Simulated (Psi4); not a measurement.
**CH4FSi (SMILES FC[SiH2]), step by step**

Aim: a geometry optimisation (UBP86-D3(BJ)/6-31G), then vibrational wavenumbers, then the energy (USCS-MP2/aug-cc-pVDZ) of CH4FSi. 

Program for the calculation: Psi4 1.11.

**1. The system as given**

CH4FSi has 7 atoms, charge 0, and is taken as a doublet. SMILES: `FC[SiH2]`. The shape is that of a GFN2-xTB optimisation. This is one conformer, not always the lowest. The run starts from this shape.

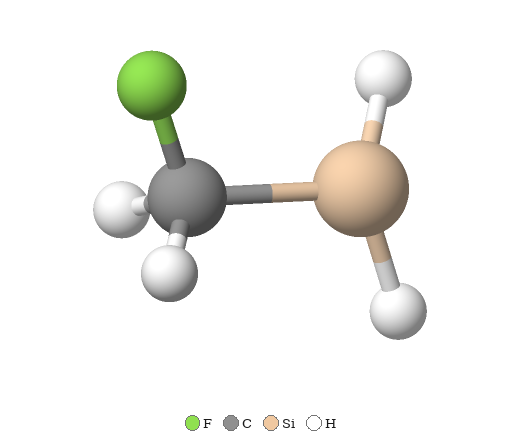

The structure, seen from a chosen angle (fluorine green, carbon grey, silicon light orange, hydrogen white).

**2. A structure relaxation at UBP86-D3(BJ)/6-31G (density fitting) (run 1)**

ch4fsi.xyz

```xyz
7
CH4FSi
F     -1.836860    -0.025350     0.073010
C     -0.586200    -0.230660    -0.476650
Si     0.775350     0.009120     0.848120
H     -0.597080    -1.238190    -0.902400
H     -0.496440     0.488720    -1.298130
H      0.669960     1.311040     1.488860
H      2.071270    -0.314670     0.267190
```

job.py

```python
import psi4

psi4.set_memory(1600000000)
psi4.set_num_threads(1)
psi4.set_output_file('output.dat', False)

with open('ch4fsi.xyz') as f:
    atoms = ''.join(f.readlines()[2:])
geom = psi4.geometry('0 2\n' + atoms + '')

psi4.set_options({
    'basis': '6-31G',
    'reference': 'uks',
    'geom_maxiter': 60,
})

E = psi4.optimize('bp86-d3bj2b', molecule=geom)
print(f'bp86-d3bj2b energy: {E:.10f} Eh')
print(geom.to_string(dtype='xyz', units='Angstrom'))
```

On the command line:

```sh
$ python job.py
```

output.dat:

```text
[...]
  Running in c1 symmetry.
[...]
  Nuclear repulsion =  101.127698508504722
[...]
  Multiplicity = 2
[...]
  Nalpha       = 17
  Nbeta        = 16
[...]
    Number of basis functions: 39
[...]
   @DF-UKS iter   1:  -429.59901033015950   -2.21138e-01   1.21314e-02 ADIIS/DIIS
[...]
   @DF-UKS iter   7:  -429.73223255136867   -2.04636e-12   6.80359e-09 DIIS
[...]
   @S^2 Observed:                7.514952729E-01
[...]
  @DF-UKS Final Energy:  -429.73223255136867
   => Energetics <=
    Nuclear Repulsion Energy =             98.0515839639982261
    One-Electron Energy =                -788.9816304828430020
    Two-Electron Energy =                 299.4314539022270196
    DFT Exchange-Correlation Energy =     -38.2273476198967685
    Empirical Dispersion Energy =          -0.0062923148542007
    VV10 Nonlocal Energy =                  0.0000000000000000
    Total Energy =                       -429.7322325513686678
[...]
 Multipole Moments:
 ------------------------------------------------------------------------------------
     Multipole            Electronic (a.u.)      Nuclear  (a.u.)        Total (a.u.)
 ------------------------------------------------------------------------------------
 L = 1.  Multiply by 2.5417464519 to convert [e a0] to [Debye]
 Dipole X            :         -3.8089210            4.4228972            0.6139762
 Dipole Y            :         -0.5985344            0.4890257           -0.1095087
 Dipole Z            :          0.9768253           -1.4172052           -0.4403798
 Magnitude           :                                                    0.7634745
[...]
  -Total Gradient:
     Atom            X                  Y                   Z
    ------   -----------------  -----------------  -----------------
       1       -0.000031638255     0.000057253159     0.000049688392
       2       -0.000050165989     0.000006678964     0.000070449201
       3       -0.000016113502     0.000017267481    -0.000002394697
       4       -0.000062797174     0.000023621454     0.000044412425
       5       -0.000027924890     0.000034574124     0.000022821471
       6        0.000041420013     0.000005476656     0.000002379608
       7       -0.000032034888    -0.000017628718    -0.000006818229
[...]
```

On the terminal:

```text
Optimizer: Optimization complete!
bp86-d3bj2b energy: -429.7322325514 Eh
7
0 2 CFH4Si
F                    -1.593900577501     0.038001155798    -0.219704176954
C                    -0.281530532134    -0.178504254315    -0.812072941895
Si                    1.091869433949     0.030616018875     0.560405221700
H                    -0.261258484796    -1.189705784459    -1.255064298620
H                    -0.149250627776     0.567892438983    -1.618988936234
H                     1.032822377716     1.420531189256     1.166270819796
H                     2.466299460019    -0.239545721242    -0.038068132217
```

Run time: 18 s. Hardware: 1 thread of INTEL XEON PLATINUM 8581C at 2.30GHz (Emerald Rapids), shared host; peak memory 0.4 GiB.

The path in brief:

```tsv
step	energy from the first frame kept (eV)	largest force (eV/Å)
0	0.0000	2.8963
1	-0.1957	0.6118
2	-0.2082	0.2402
3	-0.2094	0.0713
4	-0.2095	0.0231
5	-0.2096	0.0089
6	-0.2096	0.0045
```

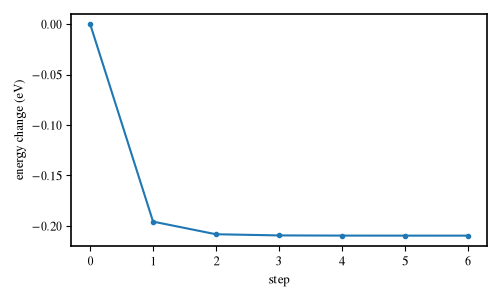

Energy along the run.

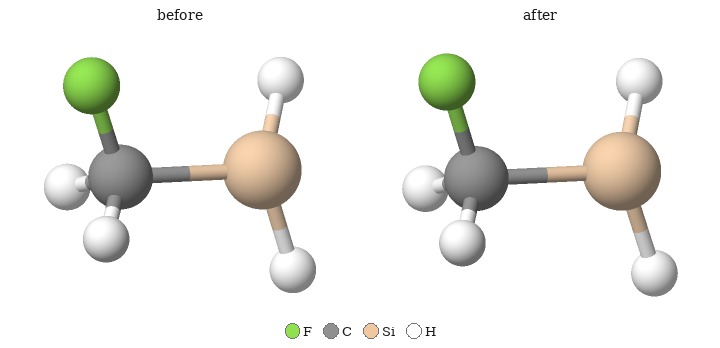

Before and after, at one scale.

After the run. Bond lengths: F1–C2 1.456 Å, C2–Si3 1.953 Å, C2–H4 1.104 Å, C2–H5 1.107 Å, Si3–H6 1.517 Å, Si3–H7 1.523 Å. Angles: F1–C2–Si3 109.4°, F1–C2–H4 108.4°, F1–C2–H5 107.7°, Si3–C2–H4 111.5°, Si3–C2–H5 110.9°, C2–Si3–H6 110.6°, C2–Si3–H7 109.8°, H4–C2–H5 108.8°, H6–Si3–H7 110.8°.

**3. The harmonic vibrations at UBP86-D3(BJ)/6-31G (density fitting) (run 2)**

input.dat

```
memory 1600 mb

molecule mol {
  0 2
  F     -1.888779    -0.005574     0.081012
  C     -0.576409    -0.222080    -0.511357
  Si     0.796991    -0.012960     0.861121
  H     -0.556137    -1.233281    -0.954348
  H     -0.444129     0.524317    -1.318273
  H      0.737944     1.376956     1.466987
  H      2.171421    -0.283121     0.262648
}

set globals {
  basis                      6-31G
  reference                  uks
  t                          298.15
  rotational_symmetry_number 1
}

e, wfn = freq('bp86-d3bj2b', return_wfn=True)
print_variables()
```

On the command line:

```sh
$ psi4 -i input.dat -o output.dat -n 1
```

output.dat:

```text
[...]
  Running in c1 symmetry.
[...]
  Nuclear repulsion =   98.051584096177379
[...]
  Multiplicity = 2
[...]
  Nalpha       = 17
  Nbeta        = 16
[...]
    Number of basis functions: 39
[...]
   @DF-UKS iter   1:  -429.61482700641290   -3.73041e-01   1.16868e-02 DIIS/ADIIS
[...]
   @DF-UKS iter  12:  -429.73223209699336   -2.89901e-12   6.08772e-09 DIIS
[...]
   @S^2 Observed:                7.514948163E-01
[...]
  @DF-UKS Final Energy:  -429.73223209699336
   => Energetics <=
    Nuclear Repulsion Energy =             98.0460238436804303
    One-Electron Energy =                -788.9702249807880889
    Two-Electron Energy =                 299.4252822830307537
    DFT Exchange-Correlation Energy =     -38.2270209507479706
    Empirical Dispersion Energy =          -0.0062922921685204
    VV10 Nonlocal Energy =                  0.0000000000000000
    Total Energy =                       -429.7322320969933571
[...]
  -Total Gradient:
     Atom            X                  Y                   Z
    ------   -----------------  -----------------  -----------------
       1       -0.000017656080     0.000060866316     0.000057040820
       2       -0.000020461835    -0.000040015792     0.000040457889
       3       -0.000202743739    -0.000071798633     0.000014040274
       4       -0.000075472518     0.000026755499     0.000037871296
       5       -0.000029075848     0.000035222508     0.000026530168
       6        0.000025448190     0.000205463867     0.000125858232
       7        0.000140680038    -0.000089047574    -0.000121492214
[...]
  ==> Harmonic Vibrational Analysis <==
[...]
  Freq [cm^-1]                 127.6098            243.8832            514.8430
[...]
  IR activ [km/mol]             1.9272              4.7696             11.9948
[...]
  Freq [cm^-1]                 529.6197            678.9014            828.0707
[...]
  IR activ [km/mol]            16.2309             16.1705             31.2423
[...]
  Freq [cm^-1]                 860.0246            940.4542           1159.1808
[...]
  IR activ [km/mol]            84.5354             44.3358              4.3561
[...]
  Freq [cm^-1]                1268.3123           1455.9216           2057.1230
[...]
  IR activ [km/mol]             6.1580              1.8304             98.9770
[...]
  Freq [cm^-1]                2110.5773           2961.7065           3034.3362
[...]
  IR activ [km/mol]            166.8982            19.5840             22.3049
[...]
  Total E_0, Enthalpy at 0 [K]                                                         -429.68947006 [Eh]
[...]
  Total H, Enthalpy at  298.15 [K]                                                     -429.68375827 [Eh]
[...]
```

The script printed:

```text
Warning: used thermodynamics relations inappropriate for low-frequency modes: ['127.6098' '243.8832' '514.8430' '529.6197']
```

Wall time 1.7 min (1 thread of INTEL XEON PLATINUM 8581C at 2.30GHz (Emerald Rapids), shared host); peak memory 0.38 GiB.

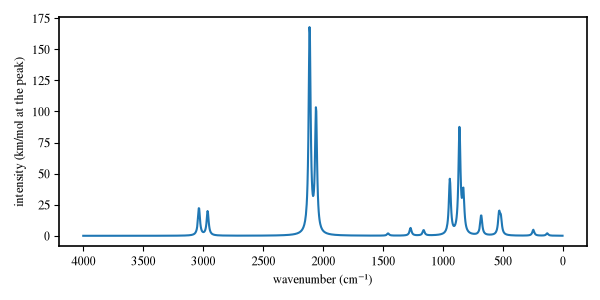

Harmonic infrared spectrum, unscaled, lines broadened by 10 cm⁻¹.

**4. The energy at USCS-MP2/aug-cc-pVDZ (density fitting) (run 3)**

ch4fsi.py

```python
import psi4

psi4.set_memory(1600000000)
psi4.set_num_threads(1)
psi4.set_output_file('psi4.out', False)

m = psi4.geometry("""
0 2
F
C 1 1.456053
Si 2 1.952858 1 109.39212
H 2 1.104165 1 108.41779 3 121.832
H 2 1.107122 4 108.83303 1 -116.87651
H 3 1.517375 2 110.5694 4 -179.27283
H 3 1.523225 6 110.76 2 122.00508
symmetry c1
""")

psi4.set_options({
    'basis': 'aug-cc-pVDZ',
    'reference': 'uhf',
    'freeze_core': True,
})

E = psi4.energy('scs-mp2', molecule=m)
print('E =', round(E, 9))
```

On the command line:

```sh
$ python ch4fsi.py
```

psi4.out:

```text
[...]
  Running in c1 symmetry.
[...]
  Nuclear repulsion =   98.051589594259482
[...]
  Multiplicity = 2
[...]
  Nalpha       = 17
  Nbeta        = 16
[...]
    Number of basis functions: 109
[...]
   @UHF iter   1:  -428.45333162467557   -8.88976e-01   2.63407e-03 DIIS/ADIIS
[...]
   @UHF iter  15:  -428.52084843333387   -3.01270e-12   3.42638e-09 DIIS
[...]
   @S^2 Observed:                7.542111182E-01
[...]
    Orbital Energies [Eh]
    ---------------------
    Alpha Occupied:
       1A    -68.812082     2A    -26.288957     3A    -11.325397
       4A     -6.158192     5A     -4.270290     6A     -4.260916
       7A     -4.260816     8A     -1.568315     9A     -0.948295
      10A     -0.725252    11A     -0.682341    12A     -0.666089
      13A     -0.628465    14A     -0.545166    15A     -0.491520
      16A     -0.461989    17A     -0.342571
    Alpha Virtual:
      18A      0.034343    19A      0.045679    20A      0.050084
      21A      0.065761    22A      0.075340    23A      0.084677
      24A      0.087804    25A      0.106546    26A      0.141336
[...]
  @UHF Final Energy:  -428.52084843333387
   => Energetics <=
    Nuclear Repulsion Energy =             98.0515895942594824
    One-Electron Energy =                -788.7323870713282759
    Two-Electron Energy =                 262.1599490437349687
    Total Energy =                       -428.5208484333338674
  UHF NO Occupations:
  HONO-2 :   15  A 1.9997799
  HONO-1 :   16  A 1.9983702
[...]
 Multipole Moments:
 ------------------------------------------------------------------------------------
     Multipole            Electronic (a.u.)      Nuclear  (a.u.)        Total (a.u.)
 ------------------------------------------------------------------------------------
 L = 1.  Multiply by 2.5417464519 to convert [e a0] to [Debye]
 Dipole X            :          1.0666503           -1.0645945            0.0020558
 Dipole Y            :          0.7758657           -0.7166056            0.0592601
 Dipole Z            :         -3.6481874            4.4902946            0.8421073
 Magnitude           :                                                    0.8441923
[...]
	SCS-MP2 Total Energy (a.u.)        :  -428.96214221996388
	SOS-MP2 Total Energy (a.u.)        :  -428.92736296359391
	SCSN-MP2 Total Energy (a.u.)       :  -428.70448290696726
[...]
	SOS-PI-MP2 Total Energy (a.u.)     :  -428.99511538530390
[...]
	MP2 Total Energy (a.u.)            :  -428.96394831099377
[...]
```

The script printed:

```text
E = -428.96214222
```

It took 10 s on 1 thread of INTEL XEON PLATINUM 8581C at 2.30GHz (Emerald Rapids), shared host; peak memory 0.76 GiB.

**5. Outcome**

```
                                                                               quantity             value
                                     run 1, UBP86-D3(BJ)/6-31G: total energy at the end     -429.73223 Eh
                                               run 1, UBP86-D3(BJ)/6-31G: dipole moment            1.94 D
                          run 1, UBP86-D3(BJ)/6-31G: HOMO energy (highest over α and β)          -5.36 eV
                           run 1, UBP86-D3(BJ)/6-31G: LUMO energy (lowest over α and β)          -3.71 eV
                                           run 1, UBP86-D3(BJ)/6-31G: dispersion energy     -16.52 kJ/mol
                                                        run 1, UBP86-D3(BJ)/6-31G: ⟨S²⟩             0.751
                                  run 2, UBP86-D3(BJ)/6-31G: lowest harmonic wavenumber          128 cm⁻¹
                                 run 2, UBP86-D3(BJ)/6-31G: highest harmonic wavenumber         3034 cm⁻¹
                                           run 2, UBP86-D3(BJ)/6-31G: zero-point energy      112.3 kJ/mol
   run 2, UBP86-D3(BJ)/6-31G: ideal-gas entropy at 298.15 K (symmetry number 1 as used)  70.3 cal/(mol K)
                                              run 3, USCS-MP2/aug-cc-pVDZ: total energy     -428.96214 Eh
run 3, USCS-MP2/aug-cc-pVDZ: HOMO energy (Hartree–Fock orbitals) (highest over α and β)          -9.32 eV
 run 3, USCS-MP2/aug-cc-pVDZ: LUMO energy (Hartree–Fock orbitals) (lowest over α and β)           0.62 eV
               run 3, USCS-MP2/aug-cc-pVDZ: correlation energy (7 core orbitals frozen)        -441.3 mEh
                         run 3, USCS-MP2/aug-cc-pVDZ: ⟨S²⟩ of the reference determinant             0.754
```

In words: The optimisation (run 1, UBP86-D3(BJ)/6-31G) took 7 steps and changed the energy by -0.210 eV. All 15 modes (run 2, UBP86-D3(BJ)/6-31G) are real, so the shape is a minimum at this level.
